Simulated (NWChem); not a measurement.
# One shape, several levels: doublet C2H5O

Wanted: a comparison of 4 runs (UHF/3-21G, UM06-2X/def2-SVPD, UB3LYP/6-31G*) of doublet C2H5O. 

The calculation is run with NWChem 7.3.0.

1 further run of the same task is left out (it didn't finish). Runs told in other sessions of the task aren't counted.

## (1) The structure to begin with

C2H5O: 8 atoms, total charge 0, spin state doublet. SMILES of the parent species: `CC[O-]`. Geometry: relaxed at PBE0-D4/def2-TZVPD. That shape belongs to the parent species and isn't relaxed for this state.

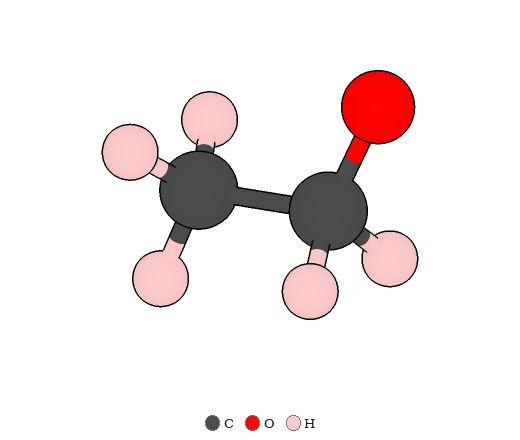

Viewed from a chosen angle; carbon dark grey, oxygen red, hydrogen pink.

## (2) The energy at UHF/3-21G (run 1)

run.py

```python
from ase import Atoms
from ase.calculators.nwchem import NWChem

atoms = Atoms('CCOHHHHH', positions=[
    [-0.440680, 0.576090, -0.258010],
    [0.455590, -0.573780, 0.261950],
    [1.696460, -0.210870, 0.553250],
    [-1.463760, 0.234370, -0.488810],
    [0.003400, 1.006710, -1.163790],
    [-0.492690, 1.370710, 0.496300],
    [0.369470, -1.383990, -0.532330],
    [-0.127780, -1.019260, 1.131420],
])

calc = NWChem(
    label='job',
    theory='scf',
    memory='2200 mb',
    basis='3-21G',
    basispar='spherical bse',
    scf={'nopen': '1', 'uhf': None, 'thresh': '1e-08', 'maxiter': '80'},
    task='energy',
)
atoms.calc = calc

print(f"energy = {atoms.get_potential_energy():.6f} eV")
```

Run with:

```
$ export ASE_NWCHEM_COMMAND="nwchem PREFIX.nwi > PREFIX.nwo"
$ python run.py
```

Log:

```text
energy = -4152.467796 eV
```

The calculator wrote job.nwi:

```
title "job"

permanent_dir job

scratch_dir job

start job

geometry units angstrom nocenter noautosym noautoz
  C  -4.4068000000000002e-01 5.7608999999999999e-01 -2.5801000000000002e-01
  C  4.5558999999999999e-01 -5.7377999999999996e-01 2.6195000000000002e-01
  O  1.6964600000000001e+00 -2.1087000000000000e-01 5.5325000000000002e-01
  H  -1.4637600000000000e+00 2.3436999999999999e-01 -4.8881000000000002e-01
  H  3.3999999999999998e-03 1.0067100000000000e+00 -1.1637900000000001e+00
  H  -4.9269000000000002e-01 1.3707100000000001e+00 4.9630000000000002e-01
  H  3.6947000000000002e-01 -1.3839900000000001e+00 -5.3232999999999997e-01
  H  -1.2778000000000000e-01 -1.0192600000000001e+00 1.1314200000000001e+00
end

memory 2200 mb

basis spherical bse noprint
   * library 3-21G
end

scf
  nopen 1
  uhf
  thresh 1e-08
  maxiter 80
end

task scf energy
```

job.nwo:

```text
Northwest Computational Chemistry Package (NWChem) 7.3.0
             --------------------------------------------------------

           Job information
           ---------------

    nwchem branch   = 7.3.0
    use scalapack   = T
    input           = job.nwi
    prefix          = job.
    data base       = job/job.db
    status          = startup
    nproc           =        1

           Memory information
           ------------------

[... 5 lines left out ...]
    hardfail = no
[... 38 lines left out ...]
            Nuclear Dipole moment (a.u.)
[... 96 lines left out ...]
         Quadratically convergent UHF
[... 25 lines left out ...]
       Final UHF  results
[... 5 lines left out ...]
 Nuclear repulsion energy =     74.411622725201
[... 225 lines left out ...]
                     UHF Final Beta Molecular Orbital Analysis
[... 218 lines left out ...]
       Multipole analysis of the density wrt the origin
       ------------------------------------------------

     L   x y z        total         alpha         beta         nuclear
     -   - - -        -----         -----         ----         -------
     0   0 0 0     -0.000000    -13.000000    -12.000000     25.000000

     1   1 0 0     -0.725703    -13.149006    -10.158506     22.581810
[... 8 lines of this table left out ...]
     2   0 0 2    -14.039211    -20.135563    -17.697467     23.793819

 Task  times  cpu:        1.6s     wall:        1.6s
 Total times  cpu:        1.7s     wall:        1.7s
```

Wall time 2.6 s (1 thread of AMD EPYC 9R45 (Zen 5), shared host); peak memory 0.099 GiB.

## (3) A single-point energy at UM06-2X/def2-SVPD (run 2)

run.py

```python
from ase import Atoms
from ase.calculators.nwchem import NWChem

molecule = Atoms('CCOHHHHH', positions=[
    [-0.440680, 0.576090, -0.258010],
    [0.455590, -0.573780, 0.261950],
    [1.696460, -0.210870, 0.553250],
    [-1.463760, 0.234370, -0.488810],
    [0.003400, 1.006710, -1.163790],
    [-0.492690, 1.370710, 0.496300],
    [0.369470, -1.383990, -0.532330],
    [-0.127780, -1.019260, 1.131420],
])

calc = NWChem(
    label='mymol',
    theory='dft',
    memory='2200 mb',
    basis='def2-SVPD',
    basispar='spherical bse',
    dft={'xc': 'm06-2x', 'mult': '2', 'grid': 'fine', 'convergence': 'energy 1e-08', 'iterations': '100', 'mulliken': None, 'print': 'low'},
    task='energy',
)
molecule.calc = calc

e = molecule.get_potential_energy()
print(f"E = {e:.6f} eV")
```

Run with:

```
$ export ASE_NWCHEM_COMMAND="nwchem PREFIX.nwi > PREFIX.nwo"
$ python run.py
```

Log:

```text
E = -4195.297764 eV
```

The calculator wrote mymol.nwi:

```
title "mymol"

permanent_dir mymol

scratch_dir mymol

start mymol

geometry units angstrom nocenter noautosym noautoz
  C  -4.4068000000000002e-01 5.7608999999999999e-01 -2.5801000000000002e-01
  C  4.5558999999999999e-01 -5.7377999999999996e-01 2.6195000000000002e-01
  O  1.6964600000000001e+00 -2.1087000000000000e-01 5.5325000000000002e-01
  H  -1.4637600000000000e+00 2.3436999999999999e-01 -4.8881000000000002e-01
  H  3.3999999999999998e-03 1.0067100000000000e+00 -1.1637900000000001e+00
  H  -4.9269000000000002e-01 1.3707100000000001e+00 4.9630000000000002e-01
  H  3.6947000000000002e-01 -1.3839900000000001e+00 -5.3232999999999997e-01
  H  -1.2778000000000000e-01 -1.0192600000000001e+00 1.1314200000000001e+00
end

memory 2200 mb

basis spherical bse noprint
   * library def2-SVPD
end

dft
  xc m06-2x
  mult 2
  grid fine
  convergence energy 1e-08
  iterations 100
  mulliken
  print low
end

task dft energy
```

mymol.nwo:

```text
Northwest Computational Chemistry Package (NWChem) 7.3.0
             --------------------------------------------------------

           Job information
           ---------------

    nwchem branch   = 7.3.0
    use scalapack   = T
    input           = mymol.nwi
    prefix          = mymol.
    data base       = mymol/mymol.db
    status          = startup
    nproc           =        1

           Memory information
           ------------------

[... 5 lines left out ...]
    hardfail = no
[... 38 lines left out ...]
            Nuclear Dipole moment (a.u.)
[... 103 lines left out ...]
         Total DFT energy =     -154.174350421670
[... 1 line left out ...]
           Coulomb energy =      148.276318082525
[... 1 line left out ...]
 Nuclear repulsion energy =       74.411622725201
[... 45 lines left out ...]
    Atom       Charge   Shell Charges
 -----------   ------   -------------------------------------------------------
    1 C    6     0.00  -0.00 -0.00  0.00 -0.00 -0.00  0.00  0.00  0.00
    2 C    6     0.06  -0.00 -0.00 -0.00 -0.00 -0.02 -0.01  0.03  0.07
    3 O    8     0.82   0.00  0.01 -0.00 -0.00  0.58  0.22  0.00 -0.00  0.01
[... 4 lines of this table left out ...]
    8 H    1     0.06   0.05  0.00 -0.00  0.00

     --------------------------
     Expectation value of S2:
     --------------------------
      <S2> =      0.7555 (Exact =     0.7500)

 Task  times  cpu:       24.3s     wall:       24.3s
 Total times  cpu:       24.4s     wall:       24.4s
```

Wall time 26 s (1 thread of AMD EPYC 9R45 (Zen 5), shared host); peak memory 0.12 GiB.

Run 3 isn't shown in full; the table further down has it.

## (4) A single-point energy at UB3LYP/6-31G(d) (Cartesian functions) (run 4)

c2h5o.xyz

```xyz
8

C     -0.440680     0.576090    -0.258010
C      0.455590    -0.573780     0.261950
O      1.696460    -0.210870     0.553250
H     -1.463760     0.234370    -0.488810
H      0.003400     1.006710    -1.163790
H     -0.492690     1.370710     0.496300
H      0.369470    -1.383990    -0.532330
H     -0.127780    -1.019260     1.131420
```

c2h5o.nw

```
start c2h5o
memory stack 880 mb heap 220 mb global 1100 mb
charge 0
geometry units angstrom noautosym nocenter noautoz
   load format xyz c2h5o.xyz
end
basis "ao basis"
   C library 6-31G*
   O library 6-31G*
   H library 6-31G*
end
dft
   xc b3lyp
   mult 2
   grid xfine
   convergence energy 1e-08
   iterations 100
   mulliken
end
task dft
```

Run with:

```
$ nwchem c2h5o.nw > c2h5o.out
```

Log:

```text
[...]
          Wavefunction type:  spin polarized.
          No. of atoms     :     8
          No. of electrons :    25
[...]
          Charge           :     0
          Spin multiplicity:     2
[...]
          AO basis - number of functions:    55
[...]
              XC Information
              --------------
                         B3LYP Method XC Potential
                     Hartree-Fock (Exact) Exchange  0.200
                        Slater Exchange Functional  0.800 local
                    Becke 1988 Exchange Functional  0.720 non-local
              Lee-Yang-Parr Correlation Functional  0.810
                  VWN I RPA Correlation Functional  0.190 local
[...]
 d= 0,ls=0.0,diis     1   -154.2408112855 -2.29D+02  1.67D-02  1.78D-01     2.0
[...]
 d= 0,ls=0.0,diis    11   -154.3640517920 -6.33D-09  7.65D-07  2.73D-09    19.7
[...]
         Total DFT energy =     -154.364051791995
      One electron energy =     -356.196126889851
           Coulomb energy =      148.661609894704
    Exchange-Corr. energy =      -21.241157522049
 Nuclear repulsion energy =       74.411622725201
[...]
      Total Density - Mulliken Population Analysis
     ---------------------------------------------
    Atom       Charge   Shell Charges
 -----------   ------   -------------------------------------------------------
    1 C    6     6.45   1.99  0.68  2.12  0.64  1.00  0.03
    2 C    6     6.05   1.99  0.69  2.06  0.53  0.72  0.05
    3 O    8     8.28   1.99  0.94  2.79  1.03  1.53 -0.00
    4 H    1     0.87   0.52  0.34
    5 H    1     0.84   0.52  0.32
    6 H    1     0.84   0.52  0.32
    7 H    1     0.83   0.51  0.32
    8 H    1     0.83   0.51  0.32
[...]
      <S2> =      0.7538 (Exact =     0.7500)
[...]
```

Run time: 20 s. Hardware: 1 thread of AMD EPYC 9R45 (Zen 5), shared host; peak memory 0.14 GiB.

## (5) Overview of the runs

```csv
run,level,iteration cap,module,energy (Eh),dipole moment (D),HOMO energy (eV),LUMO energy (eV),wall time
1,UHF/3-21G,80,scf,-152.600378,1.99,-11.20,3.38,2.6 s
2,UM06-2X/def2-SVPD,100,dft,-154.174350,–,–,–,26 s
3,UB3LYP/6-31G* (spherical functions),100,dft,-154.361140,1.88,-6.97,-3.89,18 s
4,UB3LYP/6-31G* (Cartesian functions),100,dft,-154.364052,1.88,-6.98,-3.91,20 s
```

## (6) Summary of results

```
                                 quantity          value
                      run 4: total energy  -154.36405 Eh
                     run 4: dipole moment         1.88 D
run 4: HOMO energy (highest over α and β)       -6.98 eV
 run 4: LUMO energy (lowest over α and β)       -3.91 eV
                              run 4: ⟨S²⟩          0.754
```

What this shows: Over runs 1, 3, 4 the dipole moment (its size) runs from 1.88 D (UB3LYP/6-31G*) to 1.99 D (UHF/3-21G). The two ends differ in method and basis. Totals of different functionals can't be ranked against each other. All runs together took 67 s, the longest 26 s.
